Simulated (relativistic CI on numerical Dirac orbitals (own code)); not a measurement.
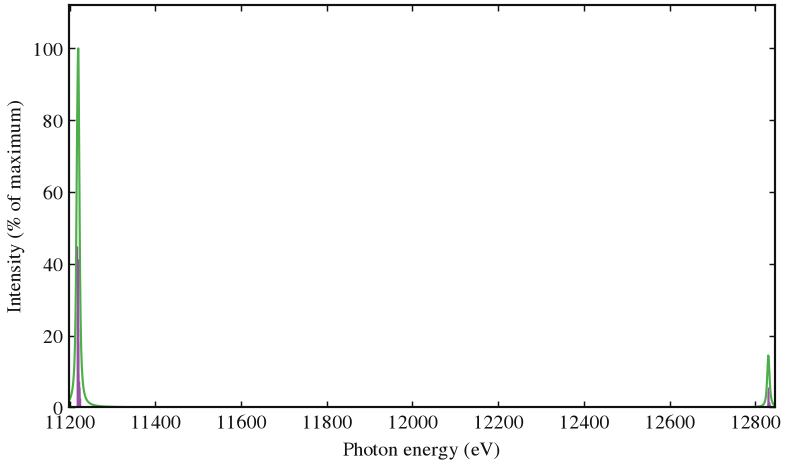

L₂,₃ X-ray absorption of Ir⁵⁺, [Xe] 4f¹⁴ 5d⁴, in a field of D4h symmetry with 10Dq = 31,400, Ds = −1,500, Dt = −430 cm⁻¹. Sticks are the strongest transitions, on a scale of their own. Multiplet model: relativistic Dirac–Coulomb–Breit theory, one configuration a step, Slater integrals scaled by 0.8, 300 K, Voigt broadening (Lorentzian 5 eV, Gaussian 1 eV full widths), computed with a radial Dirac CI code.

**Describe the spectrum.**

The main maxima lie at 11219.9 eV (100) and 12830.3 eV (14), heights in % of the largest; the centroid is at 11406.1 eV. The lower edge holds 0.88 of the intensity (branching ratio, edges parted at 12030 eV), and the core spin-orbit splitting of the orbitals is 1640 eV. The ground state has S = 1.07.

Limits of the model: free-ion energies, so absolute edge positions are off by a few eV from solids.
